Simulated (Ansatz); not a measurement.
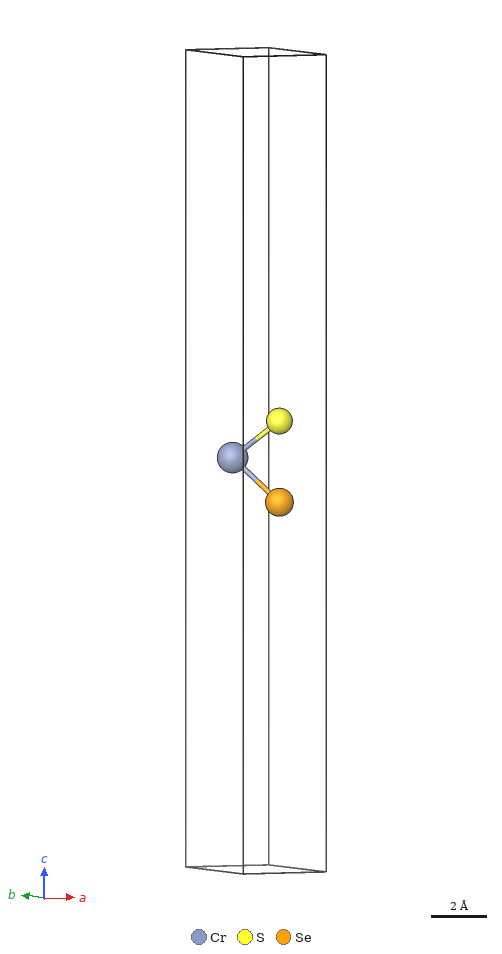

An orthographic ball-and-stick view of the structure, from the side at a slight tilt. The lines enclose the simulation cell; boundary atoms appear with their images.

CrSeS, a = 3.12 Å, b = 3.12 Å, c = 30.26 Å, α = 90.00°, β = 90.00°, γ = 120.00°.

Calculation details: DFT, LC-wPBE, plane waves, PAW in Ansatz 0.2.0; 420 eV cutoff, a 6×6×1 sampling of the Brillouin zone, no spin polarisation (a spin-restricted run, not always the ground state).

**What is the electronic character?**

An insulator at this level, with a gap of 4.97 eV, direct.

It goes back to a structure type filled with these elements by a generator (whether the compound takes this form wasn't checked). Earlier steps of the study, as a rule a relaxation of our own, may have changed the cell and positions, so they can lie some per cent off the listed ones. A calculation with Ansatz used it as input.

At this level of theory the run's own cell isn't at rest (forces up to 1.1 eV/Å), so its distances can differ from those at equilibrium, the more so the softer the solid.
